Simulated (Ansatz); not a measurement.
# SVWN5/STO-3G run of InH2F (SMILES [F][InH2])

What is the vertical singlet–triplet gap of InH2F at SVWN5/STO-3G? 

The calculation is run with Ansatz 0.2.0.

57 further runs of the same task are left out: 3 that didn't finish, 54 set aside as unsound or not needed.

## Step 1: The molecule

InH2F: 4 atoms, total charge 0, spin state singlet. As SMILES, `[F][InH2]`. Geometry: relaxed at PBE0-D4/def2-TZVP.

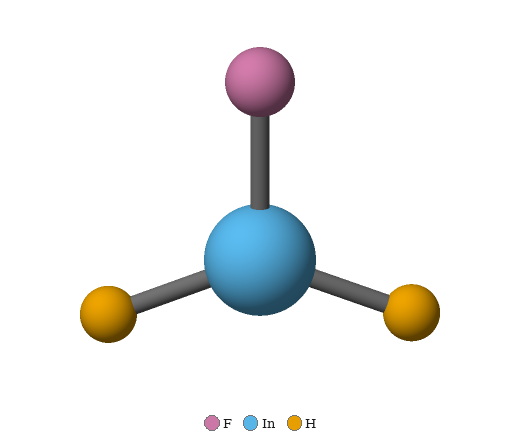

Viewed from a chosen angle; fluorine pink, indium blue, hydrogen amber.

## Step 2: The energy at SVWN5/STO-3G

job.yaml reads:

```yaml
crystal:
  periodic: [false, false, false]
  atoms:
    - {symbol: F, position_ang: [-1.631800, -0.629400, 0.188600]}
    - {symbol: In, position_ang: [0.194400, 0.052300, -0.026300]}
    - {symbol: H, position_ang: [1.304300, -0.965100, 0.767900]}
    - {symbol: H, position_ang: [0.188600, 1.481900, -0.950400]}
basis:
  gaussian:
    orbitals: STO-3G
accuracy: high
hamiltonian:
  xc: {name: SVWN5}
```

Run with:

```sh
$ ansatz run job.yaml --threads 1 --pin off --max-ram 2610MiB --events-out events.jsonl --progress --plain --runs-dir runs
```

Log:

```text
Warning: RAYON_NUM_THREADS=1 ignored (pool sized by the plan → 1); use --threads N
Functional definition: SVWN5
  name "SVWN5"
  exchange = slater_x
  correlation = vwn5_c
622 factors; integrals over basis functions are off by at most 4.0e-9 eV
mean field evaluation 1: about -157228.1249 eV, gradient 2.9e1 eV
mean field evaluation 2: about -157191.8656 eV, gradient 1.1e2 eV
mean field evaluation 4: about -157231.3712 eV, gradient 6.2e0 eV
mean field evaluation 8: about -157231.4420 eV, gradient 2.7e-1 eV
mean field evaluation 16: about -157231.4423 eV, gradient 1.3e-6 eV
mean field -157231.44232902 eV, -5778.1489302921 hartree, gradient 1.1e-8 eV, S^2 0.000000; 0 other end points of the search recorded, 0 dependent functions left out
reference -157231.44233067 eV, -5778.1489303526 hartree; 30, 30 occupied and 4, 4 virtual orbitals, 622 factors
Total energy: -157231.44233067 eV, -5778.1489303526 hartree
```

Run time: 1.1 s. Hardware: 1 thread of Arm Neoverse V2, shared host; peak memory 0.095 GiB.

## Step 3: The triplet

run.yaml reads:

```yaml
crystal:
  periodic: [false, false, false]
  atoms:
    - {symbol: F, position_ang: [-1.631800, -0.629400, 0.188600]}
    - {symbol: In, position_ang: [0.194400, 0.052300, -0.026300]}
    - {symbol: H, position_ang: [1.304300, -0.965100, 0.767900]}
    - {symbol: H, position_ang: [0.188600, 1.481900, -0.950400]}
basis:
  gaussian:
    orbitals: STO-3G
magnetization:
  spin_polarized: true
  initial_magnetization: 2
hamiltonian:
  xc: {name: SVWN5}
accuracy: high
```

Run with:

```sh
$ ansatz run run.yaml --threads 1 --pin off --max-ram 2610MiB --events-out events.jsonl --progress --plain --runs-dir runs
```

Log:

```text
Warning: RAYON_NUM_THREADS=1 ignored (pool sized by the plan → 1); use --threads N
Functional definition: SVWN5
  name "SVWN5"
  exchange = slater_x
  correlation = vwn5_c
622 factors; integrals over basis functions are off by at most 4.0e-9 eV
mean field evaluation 1: about -157215.5013 eV, gradient 3.7e1 eV
mean field evaluation 2: about -157178.4717 eV, gradient 7.5e1 eV
mean field evaluation 4: about -157220.5221 eV, gradient 2.7e1 eV
mean field evaluation 8: about -157227.6643 eV, gradient 1.0e-1 eV
mean field evaluation 16: about -157227.6062 eV, gradient 3.9e-4 eV
mean field evaluation 32: about -157226.9128 eV, gradient 5.3e0 eV
mean field -157227.60617970 eV, -5778.0079544048 hartree, gradient 8.2e-8 eV, S^2 2.000689; 5 other end points of the search recorded, 0 dependent functions left out
reference -157227.60618133 eV, -5778.0079544646 hartree; 31, 29 occupied and 3, 5 virtual orbitals, 622 factors
Total energy: -157227.60618133 eV, -5778.0079544646 hartree
```

Run time: 2.1 s. Hardware: 1 thread of Arm Neoverse V2, shared host; peak memory 0.12 GiB.

## Step 4: Summary of results

Level: SVWN5/STO-3G.

| quantity | value |
| --- | --- |
| singlet: total energy | -5778.14893 Eh |
| triplet: total energy | -5778.00795 Eh |
| triplet: ⟨S²⟩ | 2.001 |
| vertical energy of the triplet above the singlet | 3.836 eV |

What this shows: At this shape the triplet lies 3.84 eV (370 kJ/mol) above the singlet. In a minimal basis such a difference can be off by several eV, whatever the method. Relativity is left out (singlet) although the molecule holds a heavy atom. Relativity is left out (triplet) although the molecule holds a heavy atom.
